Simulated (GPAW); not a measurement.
## Property calculation, with input and output: CH2F2O

CH2F2O, SMILES OC(F)F, computed with PBE/real-space grid, scalar-relativistic datasets (GPAW 26.7.0).

The geometry comes from this level: PBE0-D4/def2-TZVP.

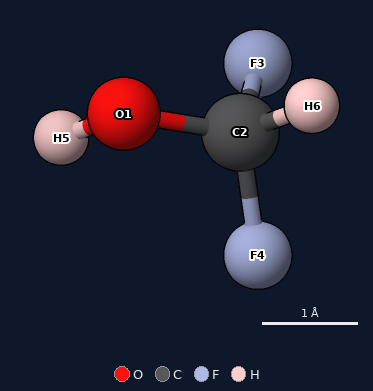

Fig. 1: The structure (ball-and-stick view, seen at a tilt; atoms are numbered from 1 in the order of the input).

The input (sp.py):
```python
import numpy as np
from ase import Atoms
from ase.units import Bohr, Debye
from gpaw import GPAW

positions_bohr = np.array(
              [[  0.179713,   1.862514,  -0.828645],
               [  0.114517,  -0.260404,   0.571075],
               [  1.655967,  -2.064526,  -0.393441],
               [ -2.229310,  -1.293140,   0.595453],
               [ -0.333726,   1.460569,  -2.532800],
               [  0.692018,   0.174044,   2.501053]])
mol = Atoms(['O', 'C', 'F', 'F', 'H', 'H'], positions=positions_bohr * Bohr)
mol.center(vacuum=4.5)

calc = GPAW(mode='fd', h=0.18, xc='PBE', maxiter=150, txt='-')
mol.calc = calc

energy = mol.get_potential_energy()
print(f'Energy                  {energy:.5f} eV')
forces = mol.get_forces()
print('Forces (eV/Ang)')
for symbol, f in zip(mol.symbols, forces):
    print(f'{symbol:2} {f[0]:9.4f} {f[1]:9.4f} {f[2]:9.4f}')
dipole = mol.get_dipole_moment() / Debye
print(f'Dipole                  {np.linalg.norm(dipole):.3f} D')
homo, lumo = calc.get_homo_lumo()
print(f'HOMO: {homo:.3f} eV')
print(f'LUMO: {lumo:.3f} eV')
print(f'Gap: {lumo - homo:.3f} eV')
```

Hardware: 1 thread of Arm Neoverse V1, 24 GiB of memory available, shared host.

Launch command:
```bash
OMP_NUM_THREADS=1 python sp.py
```

Output:
```
__  _  _
 | _ |_)|_||  |
 |__||  | ||/\| - 26.7.0

units:  Angstrom and eV
cores:  1
OpenMP: False

Versions:
  Python: 3.12.14
  ASE:    3.29.0
  Numpy:  2.5.5
  Scipy:  1.18.1
  Libxc:  7.0.0

        _gpaw.cpython-312-aarch64-linux-gnu.so

Input parameters:
  mode=FD(),
  h=0.18,
  maxiter=150,
  xc=XC(name='PBE')

Diagonalizing LCAO Hamiltonian
Converting LCAO to fd mode
        .--------------------------.
       /|                          |
      / |                          |
     /  |                          |
    /   |                          |
   /    |                          |
  /     |                          |
 *      |                          |
 |      |                          |
 |      |          H               |
 |      |         CO               |
 |      |      F    F              |
 |      |         H                |
 |      |                          |
 |      .--------------------------.
 |     /                          /
 |    /                          /
 |   /                          /
 |  /                          /
 | /                          /
 |/                          /
 *--------------------------*

Atoms  # Å, Bohr magnetons
|   | symbol |        x |        y |        z |    initial magnetic moments |
|---|--------|----------|----------|----------|-----------------------------|
| 0 |      O | 5.774800 | 6.578100 | 5.401800 | ( 0.0000,  0.0000,  0.0000) |
| 1 |      C | 5.740300 | 5.454700 | 6.142500 | ( 0.0000,  0.0000,  0.0000) |
| 2 |      F | 6.556000 | 4.500000 | 5.632100 | ( 0.0000,  0.0000,  0.0000) |
| 3 |      F | 4.500000 | 4.908200 | 6.155400 | ( 0.0000,  0.0000,  0.0000) |
| 4 |      H | 5.503100 | 6.365400 | 4.500000 | ( 0.0000,  0.0000,  0.0000) |
| 5 |      H | 6.045900 | 5.684600 | 7.163800 | ( 0.0000,  0.0000,  0.0000) |

Unit cell  # Å
| periodic |         x |         y |         z |   lengths |    angles |
|----------|-----------|-----------|-----------|-----------|-----------|
|       no | 11.056000 |  0.000000 |  0.000000 | 11.056000 | 90.000000 |
|       no |  0.000000 | 11.078100 |  0.000000 | 11.078100 | 90.000000 |
|       no |  0.000000 |  0.000000 | 11.663800 | 11.663800 | 90.000000 |

Number of symmetries: 1
Symmetry operations  # r_c * U_cc + t_c -> r_c
|   | kind |            matrix            |
|---|------|------------------------------|
| 0 |  E   |  1, 0, 0,  0, 1, 0,  0, 0, 1 |

BZ-sampling:
  Number of BZ points: 1
  Number of IBZ points: 1

  Monkhorst-Pack size: [1, 1, 1]
  Monkhorst-Pack shift: [0, 0, 0]

K-points  # in reciprocal-cell coordinates
|   |                                coordinates |     weight |
|---|--------------------------------------------|------------|
| 0 | (  0.00000000,   0.00000000,   0.00000000) | 1.00000000 |

Uniform wave function grid shape: (np.int64(59), np.int64(59), np.int64(63))
Spin-components: 1 (collinear spins)
Bands:           18
Projectors:      26
Spin-degeneracy: 2
Datatype:        float64

  Storage: CPU
  Wave functions: 31_579_632 bytes (31_579_632 per core)

Parallelization:
  kpt:    1
  domain: 1
  band:   1

Density:
  Valence electrons: 26.0
  Components: 1
  Grid points: [60 60 64]
  Charge: 0.0  # |e|

Potential:
  Grid points: [60 60 64]

species:
  O:
    name:    Oxygen
    Z:       8.0
    valence: 6
    core:    2
    charge:  0.0  # [|e|]
    file:    O.PBE.gz
    compensation charges:
      type: gauss
      rc: 0.21  # [Å]
      lmax: 2
    cutoffs:
      filter: 1.17  # [Å]
      core: 0.83  # [Å]
    projectors
    | kind |    occ | energy [eV] | rcut [Å] |
    |------|--------|-------------|----------|
    |   2s |  2.000 |     -23.961 |    0.688 |
    |   2p |  4.000 |      -9.029 |    0.598 |
    |    s |        |       3.251 |    0.688 |
    |    p |        |      18.182 |    0.598 |
    |    d |        |       0.000 |    0.619 |

    Using partial waves for O as LCAO basis

  C:
    name:    Carbon
    Z:       6.0
    valence: 4
    core:    2
    charge:  0.0  # [|e|]
    file:    C.PBE.gz
    compensation charges:
      type: gauss
      rc: 0.20  # [Å]
      lmax: 2
    cutoffs:
      filter: 1.14  # [Å]
      core: 1.14  # [Å]
    projectors
    | kind |    occ | energy [eV] | rcut [Å] |
    |------|--------|-------------|----------|
    |   2s |  2.000 |     -13.751 |    0.635 |
    |   2p |  2.000 |      -5.284 |    0.635 |
    |    s |        |      13.461 |    0.635 |
    |    p |        |      21.927 |    0.635 |
    |    d |        |       0.000 |    0.635 |

    Using partial waves for C as LCAO basis

  F:
    name:    Fluorine
    Z:       9.0
    valence: 7
    core:    2
    charge:  0.0  # [|e|]
    file:    F.PBE.gz
    compensation charges:
      type: gauss
      rc: 0.20  # [Å]
      lmax: 2
    cutoffs:
      filter: 1.14  # [Å]
      core: 0.74  # [Å]
    projectors
    | kind |    occ | energy [eV] | rcut [Å] |
    |------|--------|-------------|----------|
    |   2s |  2.000 |     -29.898 |    0.635 |
    |   2p |  5.000 |     -11.110 |    0.635 |
    |    s |        |      -2.687 |    0.635 |
    |    p |        |      16.102 |    0.635 |
    |    d |        |       0.000 |    0.635 |

    Using partial waves for F as LCAO basis

  H:
    name:    Hydrogen
    Z:       1.0
    valence: 1
    core:    0
    charge:  0.0  # [|e|]
    file:    H.PBE.gz
    compensation charges:
      type: gauss
      rc: 0.15  # [Å]
      lmax: 2
    cutoffs:
      filter: 0.85  # [Å]
      core: 0.53  # [Å]
    projectors
    | kind |    occ | energy [eV] | rcut [Å] |
    |------|--------|-------------|----------|
    |   1s |  1.000 |      -6.494 |    0.476 |
    |    s |        |      20.717 |    0.476 |
    |    p |        |       0.000 |    0.476 |

    Using partial waves for H as LCAO basis

Reference energy: -8521.622312  # eV

eigensolver:
  PPCG
  Converge bands: occupied
  niter=2

density mixing:
  MSR1-Mixer
  Pratt-step length: 0.05
  Maximum mixing coefficient: 0.75
  Old densities: 10
  SVD Regularization: 0.005
  Good broyden scale: 1.0
  Trust region scale: 1.0
  Backstep threshold: 4.0
  History deletion threshold: 6.0
  Fourier metric: weight=20.0, sigma=0.015

occupation numbers:
  # Zero width

FastPoissonSolver using
    Stencil: 6*3+1=19 point O(h^6) finite-difference Laplacian
    FFT axes: []
    FST axes: [np.int64(0), np.int64(1), np.int64(2)]

xc functional:
  name: PBE with 2 nearest neighbor stencil
interpolation: tri-quintic # 5. degree polynomial

Initialization done in: 1.679 s

convergence criteria:
- Maximum [total energy] change in last 3 cyles: 0.0005 eV / valence electron
- Maximum integral of absolute [dens]ity change: 0.0001 electrons / valence electron
- Maximum integral of absolute [eigenst]ate change: 4e-08 eV^2 / valence electron
maximum number of iterations: 150

SCF iterations
|iter     |     time |      energy | eigst |  dens |
|---------|----------|-------------|-------|-------|
|iter:   1| 00:00:03 |  -34.223005 | +1.10 |       |
|iter:   2| 00:00:04 |  -33.884007 | -0.18 | -0.89 |
|iter:   3| 00:00:05 |  -32.313475 | +0.17 | -0.93 |
|iter:   4| 00:00:06 |  -32.308109 | -0.73 | -1.48 |
|iter:   5| 00:00:07 |  -32.308823c| -1.51 | -1.89 |
|iter:   6| 00:00:09 |  -32.309429c| -2.36 | -2.56 |
|iter:   7| 00:00:10 |  -32.309496c| -3.32 | -3.02 |
|iter:   8| 00:00:11 |  -32.309510c| -4.01 | -3.47 |
|iter:   9| 00:00:12 |  -32.309512c| -4.78 | -4.01c|
|iter:  10| 00:00:14 |  -32.309512c| -5.43 | -4.32c|
|iter:  11| 00:00:15 |  -32.309512c| -6.09 | -4.81c|
|iter:  12| 00:00:16 |  -32.309512c| -6.71 | -5.20c|
|iter:  13| 00:00:18 |  -32.309512c| -7.42c| -5.54c|

Converged in 13 steps
SCF loop duration: 15.885 s (1.222 s/step)
Energy contributions relative to reference atoms: (reference = -8521.622312)

Energy contributions:
  Kinetic:          40.078993
  Coulomb:         -42.236937
  Zero:              1.075443
  External:          0.000000
  Xc:              -31.227012
  Entropy:           0.000000
  Spinorbit:         0.000000
  ----------------------------
  Free energy:     -32.309512
  Extrapolated:    -32.309512

dipole moment: (0.009404, 0.137645, -0.069663)  # |e|*Ang

Fermi level: -4.389
Eigenvalues  # (at kpt = [0.000, 0.000, 0.000])
| band index |      eig [eV] | occ [0-2] |
|------------|---------------|-----------|
|          0 |       -32.125 |     2.000 |
|        ... |               |           |
|          5 |       -14.013 |     2.000 |
|          6 |       -13.889 |     2.000 |
|          7 |       -11.241 |     2.000 |
|          8 |       -10.429 |     2.000 |
|          9 |        -9.729 |     2.000 |
|         10 |        -9.655 |     2.000 |
|         11 |        -9.179 |     2.000 |
|         12 |        -8.235 |     2.000 |
|         13 |        -0.543 |     0.000 |
|         14 |         0.054 |     0.000 |
|         15 |         0.765 |     0.000 |
|         16 |         0.835 |     0.000 |
|         17 |         1.717 |     0.000 |

Gap: 7.693 eV
Transition (v -> c):
  (s=0, k=0, n=12, [0.00, 0.00, 0.00]) -> (s=0, k=0, n=13, [0.00, 0.00, 0.00])
No difference between direct/indirect transitions
vacuum-level: 0.000  # V
Energy                  -32.30951 eV

Forces  # eV/Ang
|        x |        y |        z |
|----------|----------|----------|
|  0.16554 |  0.79953 |  0.15274 |  # O    0
|  0.16319 |  0.36988 |  0.33082 |  # C    1
|  0.58977 | -0.62540 | -0.35045 |  # F    2
| -0.82946 | -0.53499 | -0.12135 |  # F    3
| -0.14196 | -0.10683 | -0.51093 |  # H    4
|  0.08153 |  0.07721 |  0.27032 |  # H    5

Force computation time: 0.055  # s
Forces (eV/Ang)
O     0.1655    0.7995    0.1527
C     0.1632    0.3699    0.3308
F     0.5898   -0.6254   -0.3505
F    -0.8295   -0.5350   -0.1213
H    -0.1420   -0.1068   -0.5109
H     0.0815    0.0772    0.2703
Dipole                  0.742 D
HOMO: -8.235 eV
LUMO: -0.543 eV
Gap: 7.693 eV
```

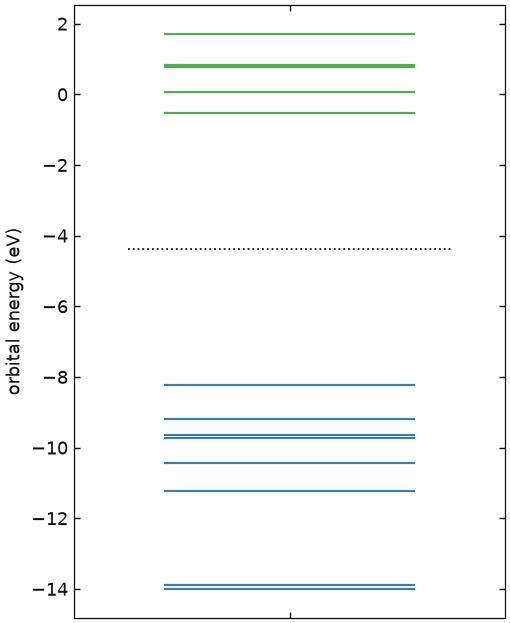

Fig. 2: Orbital energies near the frontier; the dotted line parts filled from empty levels, and levels within 0.02 eV of each other stand side by side. Highest filled −8.24 eV, lowest empty −0.54 eV, 7.70 eV apart.

Results in brief:

- outcome: converged
- energy relative to the program's reference atoms: −32.3095 eV
- largest force: 0.994 eV/Å
- HOMO: −8.24 eV
- LUMO: −0.54 eV
- dipole moment: 0.74 D
- wall time: 19 s
- peak memory: 0.64 GiB
